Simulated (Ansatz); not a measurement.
# CH2Al (quartet): PBE, r2SCAN over a scan of the distance Al1–C2, 6-31G, part 2 of 2

Ansatz 0.2.0, Gaussian basis; 6-31G, all electrons in the functionals. The steps go on from the part before.

## (14) r2SCAN, 1.702 Å

in.yaml reads:

```yaml
crystal:
  periodic: [false, false, false]
  atoms:
    - {symbol: Al, position_ang: [0.000000, 0.000000, 0.462362]}
    - {symbol: C, position_ang: [0.000000, 0.000000, -1.239638]}
    - {symbol: H, position_ang: [0.000000, 1.398998, 1.197336]}
    - {symbol: H, position_ang: [0.000000, -1.398998, 1.197336]}
basis:
  gaussian: {orbitals: 6-31G}
magnetization: {spin_polarized: true, initial_magnetization: 3}
hamiltonian: {xc: {name: r2SCAN}}
output: {forces: true}
```

On the command line:

```bash
ansatz run in.yaml --threads 1 --pin off --events-out ev --progress --plain --max-ram 2393MiB
```

The program printed (excerpt; [...] marks lines left out):

```text
Functional definition: r2SCAN
  name "r2SCAN"
  cite "Furness, Kaplan, Ning, Perdew & Sun, J. Phys. Chem. Lett. 11, 8208 (2020) doi:10.1021/acs.jpclett.0c02405"
  cite "Furness, Kaplan, Ning, Perdew & Sun, J. Phys. Chem. Lett. 11, 9248 (2020) doi:10.1021/acs.jpclett.0c03077"
  parent r2scan
[...]
329 factors; integrals over basis functions are off by at most 1.5e-4 eV
[...]
mean field -7657.47004362 eV, -281.4068336833 hartree, gradient 8.7e-5 eV, S^2 3.754299; 0 other end points of the search recorded, 0 dependent functions left out
[...]
reference -7657.47005942 eV, -281.4068342639 hartree; 12, 9 occupied and 14, 17 virtual orbitals, 329 factors
Total energy: -7657.47005942 eV, -281.4068342639 hartree
Atom 0 at     0.000000     0.000000     0.462362 Å, force     0.000000     0.000000     5.988003 eV/Å
Atom 1 at     0.000000     0.000000    -1.239638 Å, force    -0.000000     0.000000    -6.504196 eV/Å
Atom 2 at     0.000000     1.398998     1.197336 Å, force    -0.000000     0.266424     0.258096 eV/Å
Atom 3 at     0.000000    -1.398998     1.197336 Å, force    -0.000000    -0.266424     0.258096 eV/Å
Dipole moment:    -0.000000     0.000000     0.043713 e Å
```

It took 2.9 s on 1 thread of Arm Neoverse N1, shared host.

From the report: ⟨S²⟩ of the determinant 3.754 (pure quartet: 3.75).

## (15) r2SCAN, 1.925 Å

in.yaml reads:

```yaml
crystal:
  periodic: [false, false, false]
  atoms:
    - {symbol: Al, position_ang: [0.000000, 0.000000, 0.527635]}
    - {symbol: C, position_ang: [0.000000, 0.000000, -1.397228]}
    - {symbol: H, position_ang: [0.000000, 1.398998, 1.262610]}
    - {symbol: H, position_ang: [0.000000, -1.398998, 1.262610]}
basis:
  gaussian: {orbitals: 6-31G}
magnetization: {spin_polarized: true, initial_magnetization: 3}
hamiltonian: {xc: {name: r2SCAN}}
output: {forces: true}
```

Launched as before.

The program printed (excerpt; [...] marks lines left out):

```text
Functional definition: r2SCAN
  name "r2SCAN"
  cite "Furness, Kaplan, Ning, Perdew & Sun, J. Phys. Chem. Lett. 11, 8208 (2020) doi:10.1021/acs.jpclett.0c02405"
  cite "Furness, Kaplan, Ning, Perdew & Sun, J. Phys. Chem. Lett. 11, 9248 (2020) doi:10.1021/acs.jpclett.0c03077"
  parent r2scan
[...]
329 factors; integrals over basis functions are off by at most 1.5e-4 eV
[...]
mean field -7658.15794907 eV, -281.4321137425 hartree, gradient 1.9e-5 eV, S^2 3.753397; 0 other end points of the search recorded, 0 dependent functions left out
[...]
reference -7658.15796511 eV, -281.4321143320 hartree; 12, 9 occupied and 14, 17 virtual orbitals, 329 factors
Total energy: -7658.15796511 eV, -281.4321143320 hartree
Atom 0 at     0.000000     0.000000     0.527635 Å, force     0.000000     0.000000     0.243480 eV/Å
Atom 1 at     0.000000     0.000000    -1.397228 Å, force     0.000000     0.000000    -0.542924 eV/Å
Atom 2 at     0.000000     1.398998     1.262610 Å, force     0.000000     0.262967     0.149722 eV/Å
Atom 3 at     0.000000    -1.398998     1.262610 Å, force    -0.000000    -0.262967     0.149722 eV/Å
Dipole moment:     0.000000    -0.000000     0.149756 e Å
```

Wall time 3 s (1 thread of Arm Neoverse N1, shared host).

From the report: ⟨S²⟩ of the determinant 3.753 (pure quartet: 3.75).

## (16) r2SCAN, 2.110 Å

in.yaml reads:

```yaml
crystal:
  periodic: [false, false, false]
  atoms:
    - {symbol: Al, position_ang: [0.000000, 0.000000, 0.581859]}
    - {symbol: C, position_ang: [0.000000, 0.000000, -1.528141]}
    - {symbol: H, position_ang: [0.000000, 1.398998, 1.316834]}
    - {symbol: H, position_ang: [0.000000, -1.398998, 1.316834]}
basis:
  gaussian: {orbitals: 6-31G}
magnetization: {spin_polarized: true, initial_magnetization: 3}
hamiltonian: {xc: {name: r2SCAN}}
```

The command is unchanged.

The program printed:

```text
Functional definition: r2SCAN
  name "r2SCAN"
  cite "Furness, Kaplan, Ning, Perdew & Sun, J. Phys. Chem. Lett. 11, 8208 (2020) doi:10.1021/acs.jpclett.0c02405"
  cite "Furness, Kaplan, Ning, Perdew & Sun, J. Phys. Chem. Lett. 11, 9248 (2020) doi:10.1021/acs.jpclett.0c03077"
  parent r2scan
  parameter k0 = 0.174
  parameter k1 = 0.065
  parameter a1 = 4.9479
  exchange = r2scan_x(k0 = k0, k1 = k1, a1 = a1)
  correlation = r2scan_c
329 factors; integrals over basis functions are off by at most 1.5e-4 eV
mean field evaluation 1: about -7657.0214 eV, gradient 1.1e1 eV
mean field evaluation 2: about -7655.7195 eV, gradient 1.6e1 eV
mean field evaluation 4: about -7658.0375 eV, gradient 5.4e-1 eV
mean field evaluation 8: about -7658.0395 eV, gradient 4.7e-3 eV
mean field -7658.03950498 eV, -281.4277610025 hartree, gradient 3.5e-5 eV, S^2 3.752766; 0 other end points of the search recorded, 0 dependent functions left out
reference -7658.03952135 eV, -281.4277616040 hartree; 12, 9 occupied and 14, 17 virtual orbitals, 329 factors
Total energy: -7658.03952135 eV, -281.4277616040 hartree
```

Run time: 2.6 s. Hardware: 1 thread of Arm Neoverse N1, shared host.

From the report: ⟨S²⟩ of the determinant 3.753 (pure quartet: 3.75).

From 1.925 Å: +2.7 kcal/mol.

## (17) r2SCAN, 2.374 Å

in.yaml reads:

```yaml
crystal:
  periodic: [false, false, false]
  atoms:
    - {symbol: Al, position_ang: [0.000000, 0.000000, 0.659181]}
    - {symbol: C, position_ang: [0.000000, 0.000000, -1.714819]}
    - {symbol: H, position_ang: [0.000000, 1.398998, 1.394156]}
    - {symbol: H, position_ang: [0.000000, -1.398998, 1.394156]}
basis:
  gaussian: {orbitals: 6-31G}
magnetization: {spin_polarized: true, initial_magnetization: 3}
hamiltonian: {xc: {name: r2SCAN}}
```

The command is unchanged.

The program printed:

```text
Functional definition: r2SCAN
  name "r2SCAN"
  cite "Furness, Kaplan, Ning, Perdew & Sun, J. Phys. Chem. Lett. 11, 8208 (2020) doi:10.1021/acs.jpclett.0c02405"
  cite "Furness, Kaplan, Ning, Perdew & Sun, J. Phys. Chem. Lett. 11, 9248 (2020) doi:10.1021/acs.jpclett.0c03077"
  parent r2scan
  parameter k0 = 0.174
  parameter k1 = 0.065
  parameter a1 = 4.9479
  exchange = r2scan_x(k0 = k0, k1 = k1, a1 = a1)
  correlation = r2scan_c
329 factors; integrals over basis functions are off by at most 1.5e-4 eV
mean field evaluation 1: about -7656.2574 eV, gradient 1.2e1 eV
mean field evaluation 2: about -7651.5981 eV, gradient 2.4e1 eV
mean field evaluation 4: about -7657.4737 eV, gradient 7.4e-1 eV
mean field evaluation 8: about -7657.4784 eV, gradient 8.7e-3 eV
mean field -7657.47843263 eV, -281.4071419739 hartree, gradient 8.7e-5 eV, S^2 3.752180; 0 other end points of the search recorded, 0 dependent functions left out
reference -7657.47844943 eV, -281.4071425912 hartree; 12, 9 occupied and 14, 17 virtual orbitals, 329 factors
Total energy: -7657.47844943 eV, -281.4071425912 hartree
```

It took 2.5 s on 1 thread of Arm Neoverse N1, shared host.

From the report: ⟨S²⟩ of the determinant 3.752 (pure quartet: 3.75).

From 1.925 Å: +15.7 kcal/mol.

## (18) r2SCAN, 2.632 Å

in.yaml reads:

```yaml
crystal:
  periodic: [false, false, false]
  atoms:
    - {symbol: Al, position_ang: [0.000000, 0.000000, 0.734746]}
    - {symbol: C, position_ang: [0.000000, 0.000000, -1.897254]}
    - {symbol: H, position_ang: [0.000000, 1.398998, 1.469720]}
    - {symbol: H, position_ang: [0.000000, -1.398998, 1.469720]}
basis:
  gaussian: {orbitals: 6-31G}
magnetization: {spin_polarized: true, initial_magnetization: 3}
hamiltonian: {xc: {name: r2SCAN}}
output: {forces: true}
```

Launched as before.

The program printed (excerpt; [...] marks lines left out):

```text
Functional definition: r2SCAN
  name "r2SCAN"
  cite "Furness, Kaplan, Ning, Perdew & Sun, J. Phys. Chem. Lett. 11, 8208 (2020) doi:10.1021/acs.jpclett.0c02405"
  cite "Furness, Kaplan, Ning, Perdew & Sun, J. Phys. Chem. Lett. 11, 9248 (2020) doi:10.1021/acs.jpclett.0c03077"
  parent r2scan
[...]
329 factors; integrals over basis functions are off by at most 1.5e-4 eV
[...]
mean field -7656.84994570 eV, -281.3840455053 hartree, gradient 3.2e-5 eV, S^2 3.752687; 0 other end points of the search recorded, 0 dependent functions left out
[...]
reference -7656.84996274 eV, -281.3840461313 hartree; 12, 9 occupied and 14, 17 virtual orbitals, 329 factors
Total energy: -7656.84996274 eV, -281.3840461313 hartree
Atom 0 at     0.000000     0.000000     0.734746 Å, force     0.000000     0.000000    -2.285673 eV/Å
Atom 1 at     0.000000     0.000000    -1.897254 Å, force    -0.000000     0.000000     2.330868 eV/Å
Atom 2 at     0.000000     1.398998     1.469720 Å, force     0.000000     0.313873    -0.022598 eV/Å
Atom 3 at     0.000000    -1.398998     1.469720 Å, force    -0.000000    -0.313873    -0.022598 eV/Å
Dipole moment:    -0.000000    -0.000000     0.506454 e Å
```

Run time: 3 s. Hardware: 1 thread of Arm Neoverse N1, shared host.

From the report: ⟨S²⟩ of the determinant 3.753 (pure quartet: 3.75).

From 1.925 Å: +30.2 kcal/mol.

## (19) r2SCAN, 3.033 Å

in.yaml reads:

```yaml
crystal:
  periodic: [false, false, false]
  atoms:
    - {symbol: Al, position_ang: [0.000000, 0.000000, 0.852193]}
    - {symbol: C, position_ang: [0.000000, 0.000000, -2.180807]}
    - {symbol: H, position_ang: [0.000000, 1.398998, 1.587168]}
    - {symbol: H, position_ang: [0.000000, -1.398998, 1.587168]}
basis:
  gaussian: {orbitals: 6-31G}
magnetization: {spin_polarized: true, initial_magnetization: 3}
hamiltonian: {xc: {name: r2SCAN}}
output: {forces: true}
```

Same command.

The program printed (excerpt; [...] marks lines left out):

```text
Functional definition: r2SCAN
  name "r2SCAN"
  cite "Furness, Kaplan, Ning, Perdew & Sun, J. Phys. Chem. Lett. 11, 8208 (2020) doi:10.1021/acs.jpclett.0c02405"
  cite "Furness, Kaplan, Ning, Perdew & Sun, J. Phys. Chem. Lett. 11, 9248 (2020) doi:10.1021/acs.jpclett.0c03077"
  parent r2scan
[...]
329 factors; integrals over basis functions are off by at most 1.5e-4 eV
[...]
mean field -7656.05275853 eV, -281.3547494171 hartree, gradient 2.6e-5 eV, S^2 3.754668; 4 other end points of the search recorded, 0 dependent functions left out
[...]
reference -7656.05277559 eV, -281.3547500441 hartree; 12, 9 occupied and 14, 17 virtual orbitals, 329 factors
Total energy: -7656.05277559 eV, -281.3547500441 hartree
Atom 0 at     0.000000     0.000000     0.852193 Å, force     0.000000     0.000000    -1.638618 eV/Å
Atom 1 at     0.000000     0.000000    -2.180807 Å, force    -0.000000     0.000000     1.610287 eV/Å
Atom 2 at     0.000000     1.398998     1.587168 Å, force    -0.000000     0.341835     0.014166 eV/Å
Atom 3 at     0.000000    -1.398998     1.587168 Å, force    -0.000000    -0.341835     0.014166 eV/Å
Dipole moment:     0.000000    -0.000000     0.606462 e Å
```

Run time: 7.5 s. Hardware: 1 thread of Arm Neoverse N1, shared host.

From the report: ⟨S²⟩ of the determinant 3.755 (pure quartet: 3.75).

From 1.925 Å: +48.5 kcal/mol.

## (20) r2SCAN, 3.571 Å

in.yaml reads:

```yaml
crystal:
  periodic: [false, false, false]
  atoms:
    - {symbol: Al, position_ang: [0.000000, 0.000000, 1.009766]}
    - {symbol: C, position_ang: [0.000000, 0.000000, -2.561234]}
    - {symbol: H, position_ang: [0.000000, 1.398998, 1.744740]}
    - {symbol: H, position_ang: [0.000000, -1.398998, 1.744740]}
basis:
  gaussian: {orbitals: 6-31G}
magnetization: {spin_polarized: true, initial_magnetization: 3}
hamiltonian: {xc: {name: r2SCAN}}
output: {forces: true}
```

The command is unchanged.

The program printed (excerpt; [...] marks lines left out):

```text
Functional definition: r2SCAN
  name "r2SCAN"
  cite "Furness, Kaplan, Ning, Perdew & Sun, J. Phys. Chem. Lett. 11, 8208 (2020) doi:10.1021/acs.jpclett.0c02405"
  cite "Furness, Kaplan, Ning, Perdew & Sun, J. Phys. Chem. Lett. 11, 9248 (2020) doi:10.1021/acs.jpclett.0c03077"
  parent r2scan
[...]
329 factors; integrals over basis functions are off by at most 1.6e-4 eV
[...]
mean field -7655.43779725 eV, -281.3321500067 hartree, gradient 2.5e-5 eV, S^2 3.754615; 8 other end points of the search recorded, 0 dependent functions left out
[...]
reference -7655.43781442 eV, -281.3321506379 hartree; 12, 9 occupied and 14, 17 virtual orbitals, 329 factors
Total energy: -7655.43781442 eV, -281.3321506379 hartree
Atom 0 at     0.000000     0.000000     1.009766 Å, force    -0.000000     0.000000    -1.035992 eV/Å
Atom 1 at     0.000000     0.000000    -2.561234 Å, force     0.000000    -0.000000     0.750659 eV/Å
Atom 2 at     0.000000     1.398998     1.744740 Å, force     0.000000     0.365299     0.142667 eV/Å
Atom 3 at     0.000000    -1.398998     1.744740 Å, force     0.000000    -0.365299     0.142667 eV/Å
Dipole moment:    -0.000000     0.000000     0.582315 e Å
```

It took 11 s on 1 thread of Arm Neoverse N1, shared host.

From the report: ⟨S²⟩ of the determinant 3.755 (pure quartet: 3.75).

From 1.925 Å: +62.7 kcal/mol.

## (21) r2SCAN, 4.150 Å

in.yaml reads:

```yaml
crystal:
  periodic: [false, false, false]
  atoms:
    - {symbol: Al, position_ang: [0.000000, 0.000000, 1.179347]}
    - {symbol: C, position_ang: [0.000000, 0.000000, -2.970653]}
    - {symbol: H, position_ang: [0.000000, 1.398998, 1.914321]}
    - {symbol: H, position_ang: [0.000000, -1.398998, 1.914321]}
basis:
  gaussian: {orbitals: 6-31G}
magnetization: {spin_polarized: true, initial_magnetization: 3}
hamiltonian: {xc: {name: r2SCAN}}
output: {forces: true}
```

The command is unchanged.

The program printed (excerpt; [...] marks lines left out):

```text
Functional definition: r2SCAN
  name "r2SCAN"
  cite "Furness, Kaplan, Ning, Perdew & Sun, J. Phys. Chem. Lett. 11, 8208 (2020) doi:10.1021/acs.jpclett.0c02405"
  cite "Furness, Kaplan, Ning, Perdew & Sun, J. Phys. Chem. Lett. 11, 9248 (2020) doi:10.1021/acs.jpclett.0c03077"
  parent r2scan
[...]
329 factors; integrals over basis functions are off by at most 1.5e-4 eV
[...]
mean field -7655.14565294 eV, -281.3214139013 hartree, gradient 5.4e-7 eV, S^2 3.753441; 9 other end points of the search recorded, 0 dependent functions left out
[...]
reference -7655.14567043 eV, -281.3214145441 hartree; 12, 9 occupied and 14, 17 virtual orbitals, 329 factors
Total energy: -7655.14567043 eV, -281.3214145441 hartree
Atom 0 at     0.000000     0.000000     1.179347 Å, force     0.000000     0.000000    -0.806300 eV/Å
Atom 1 at     0.000000     0.000000    -2.970653 Å, force     0.000000     0.000000     0.324134 eV/Å
Atom 2 at     0.000000     1.398998     1.914321 Å, force    -0.000000     0.382234     0.241083 eV/Å
Atom 3 at     0.000000    -1.398998     1.914321 Å, force    -0.000000    -0.382234     0.241083 eV/Å
Dipole moment:     0.000000    -0.000000     0.447157 e Å
```

Run time: 15 s. Hardware: 1 thread of Arm Neoverse N1, shared host.

From the report: ⟨S²⟩ of the determinant 3.753 (pure quartet: 3.75).

From 1.925 Å: +69.5 kcal/mol.

## (22) r2SCAN, 5.120 Å

in.yaml reads:

```yaml
crystal:
  periodic: [false, false, false]
  atoms:
    - {symbol: Al, position_ang: [0.000000, 0.000000, 1.463446]}
    - {symbol: C, position_ang: [0.000000, 0.000000, -3.656554]}
    - {symbol: H, position_ang: [0.000000, 1.398998, 2.198420]}
    - {symbol: H, position_ang: [0.000000, -1.398998, 2.198420]}
basis:
  gaussian: {orbitals: 6-31G}
magnetization: {spin_polarized: true, initial_magnetization: 3}
hamiltonian: {xc: {name: r2SCAN}}
```

The command is unchanged.

The program printed (excerpt; [...] marks lines left out):

```text
Functional definition: r2SCAN
  name "r2SCAN"
  cite "Furness, Kaplan, Ning, Perdew & Sun, J. Phys. Chem. Lett. 11, 8208 (2020) doi:10.1021/acs.jpclett.0c02405"
  cite "Furness, Kaplan, Ning, Perdew & Sun, J. Phys. Chem. Lett. 11, 9248 (2020) doi:10.1021/acs.jpclett.0c03077"
  parent r2scan
[...]
329 factors; integrals over basis functions are off by at most 2.2e-4 eV
[...]
mean field -7654.97251506 eV, -281.3150512017 hartree, gradient 4.3e-6 eV, S^2 3.752696; 9 other end points of the search recorded, 0 dependent functions left out
reference -7654.97253284 eV, -281.3150518551 hartree; 12, 9 occupied and 14, 17 virtual orbitals, 329 factors
Total energy: -7654.97253284 eV, -281.3150518551 hartree
```

It took 22 s on 1 thread of Arm Neoverse N1, shared host.

From the report: ⟨S²⟩ of the determinant 3.753 (pure quartet: 3.75).

From 1.925 Å: +73.5 kcal/mol.

## (23) r2SCAN, 6.639 Å

in.yaml reads:

```yaml
crystal:
  periodic: [false, false, false]
  atoms:
    - {symbol: Al, position_ang: [0.000000, 0.000000, 1.908340]}
    - {symbol: C, position_ang: [0.000000, 0.000000, -4.730660]}
    - {symbol: H, position_ang: [0.000000, 1.398998, 2.643314]}
    - {symbol: H, position_ang: [0.000000, -1.398998, 2.643314]}
basis:
  gaussian: {orbitals: 6-31G}
magnetization: {spin_polarized: true, initial_magnetization: 3}
hamiltonian: {xc: {name: r2SCAN}}
output: {forces: true}
```

The command is unchanged.

The program printed (excerpt; [...] marks lines left out):

```text
Functional definition: r2SCAN
  name "r2SCAN"
  cite "Furness, Kaplan, Ning, Perdew & Sun, J. Phys. Chem. Lett. 11, 8208 (2020) doi:10.1021/acs.jpclett.0c02405"
  cite "Furness, Kaplan, Ning, Perdew & Sun, J. Phys. Chem. Lett. 11, 9248 (2020) doi:10.1021/acs.jpclett.0c03077"
  parent r2scan
[...]
329 factors; integrals over basis functions are off by at most 1.5e-4 eV
[...]
mean field -7654.92200684 eV, -281.3131950589 hartree, gradient 1.7e-10 eV, S^2 3.752301; 11 other end points of the search recorded, 0 dependent functions left out
[...]
reference -7654.92202543 eV, -281.3131957422 hartree; 12, 9 occupied and 14, 17 virtual orbitals, 329 factors
Total energy: -7654.92202543 eV, -281.3131957422 hartree
Atom 0 at     0.000000     0.000000     1.908340 Å, force     0.000000    -0.000000    -0.796788 eV/Å
Atom 1 at     0.000000     0.000000    -4.730660 Å, force    -0.000000    -0.000000     0.008338 eV/Å
Atom 2 at     0.000000     1.398998     2.643314 Å, force    -0.000000     0.401526     0.394225 eV/Å
Atom 3 at     0.000000    -1.398998     2.643314 Å, force    -0.000000    -0.401526     0.394225 eV/Å
Dipole moment:    -0.000000    -0.000000     0.075430 e Å
```

Wall time 50 s (1 thread of Arm Neoverse N1, shared host).

From the report: ⟨S²⟩ of the determinant 3.752 (pure quartet: 3.75).

From 1.925 Å: +74.6 kcal/mol.

## (24) Against the wave-function levels

The yardstick is full CI for this spin, exact in this basis with these frozen cores. It and the other wave-function rows come from earlier runs at the same points. Energies in kcal/mol, counted from 1.925 Å; blanks weren't run or aren't comparable.

```csv
level,1.504 Å,1.702 Å,1.925 Å,2.110 Å,2.374 Å,2.632 Å,3.033 Å,3.571 Å,4.150 Å,5.120 Å,6.639 Å
FCI,75.3,18.3,0.0,1.5,13.7,28.3,46.9,58.5,61.7,62.7,63.0
PBE,70.2,16.6,0.0,1.7,13.1,26.3,43.7,58.4,65.9,70.5,72.2
r2SCAN,69.5,15.9,0.0,2.7,15.7,30.2,48.5,62.7,69.5,73.5,74.6
RHF,73.4,16.9,0.0,3.1,17.8,34.5,51.0,56.9,58.4,58.9,59.0
UHF,73.0,16.7,0.0,3.2,17.9,34.0,50.2,56.9,58.5,59.0,59.1
RMP2,74.8,17.8,0.0,2.1,15.5,31.2,52.2,61.6,64.1,65.0,65.2
UMP2,74.6,17.7,0.0,2.2,15.8,32.1,52.0,61.7,64.2,65.1,65.3
RCCSD,75.1,18.2,0.0,1.7,14.2,29.1,47.3,58.2,61.2,62.2,62.4
RCCSD(T),75.2,18.3,0.0,1.6,13.9,28.7,47.2,58.4,61.5,62.5,62.8
UCCSD(T),75.2,18.3,0.0,1.6,13.9,28.7,47.2,58.4,61.5,62.6,62.8
RCCSDT(Q),75.3,18.3,0.0,1.5,13.7,28.4,46.9,58.5,61.7,62.7,62.9
UCCSDT(Q),75.2,18.3,0.0,1.5,13.7,28.3,46.9,58.5,61.7,62.7,63.0
CASSCF valence,75.4,18.3,0.0,1.8,14.5,29.6,48.1,57.7,59.4,59.9,60.1
NEVPT2 valence,75.2,18.2,0.0,1.6,14.1,29.1,48.3,60.2,63.1,64.0,64.2
MRCISD+Q valence,75.2,18.3,0.0,1.5,13.8,28.4,46.9,58.5,61.4,62.3,62.6
```

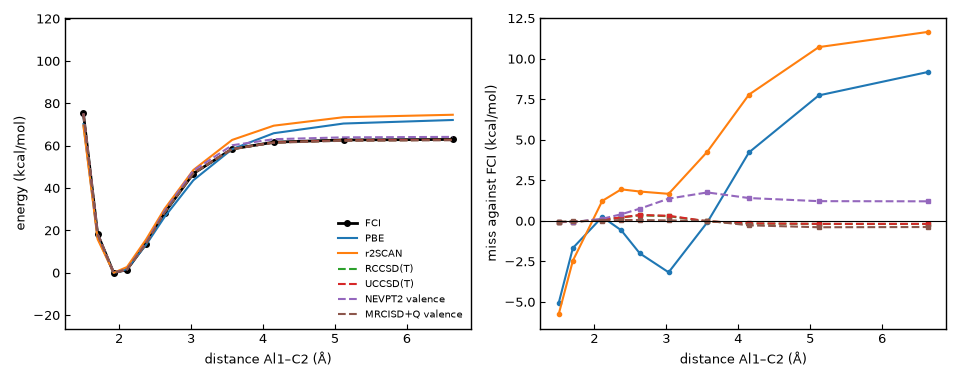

Left: the curves (the axis may cut off levels that run far away). Right: misses against FCI, in the same colours.

Largest miss and mean time a point (FCI took 6.6 min a point; shared hosts):

```csv
level,largest miss (kcal/mol),where,time a point
PBE,+9.2,6.639 Å,3.1 s
r2SCAN,+11.7,6.639 Å,11 s
RHF,+6.2,2.632 Å,
UHF,+5.6,2.632 Å,
RMP2,+5.3,3.033 Å,
UMP2,+5.1,3.033 Å,
RCCSD,+0.8,2.632 Å,
RCCSD(T),+0.3,2.632 Å,2.2 s
UCCSD(T),+0.4,2.632 Å,2.1 s
RCCSDT(Q),0.0,6.639 Å,6.8 s
UCCSDT(Q),0.0,1.504 Å,6.3 s
CASSCF valence,-2.9,6.639 Å,
NEVPT2 valence,+1.8,3.571 Å,6.4 s
MRCISD+Q valence,-0.4,5.120 Å,11 s
```

## (25) Summary of results

The summary covers parts 1 to 2.

```
              quantity                     value
 span of the FCI curve             75.3 kcal/mol
     largest miss, PBE   +9.2 kcal/mol (6.639 Å)
  largest miss, r2SCAN  +11.7 kcal/mol (6.639 Å)
largest miss, RCCSD(T)   +0.3 kcal/mol (2.632 Å)
largest miss, UCCSD(T)   +0.4 kcal/mol (2.632 Å)
```

In words: Of the functionals, PBE keep the smallest largest miss at the points compared (at most 9.2 kcal/mol) and r2SCAN strays most (11.7 kcal/mol, at 6.639 Å). Functionals and the yardstick converge differently with the basis, so part of each miss in 6-31G is the basis.
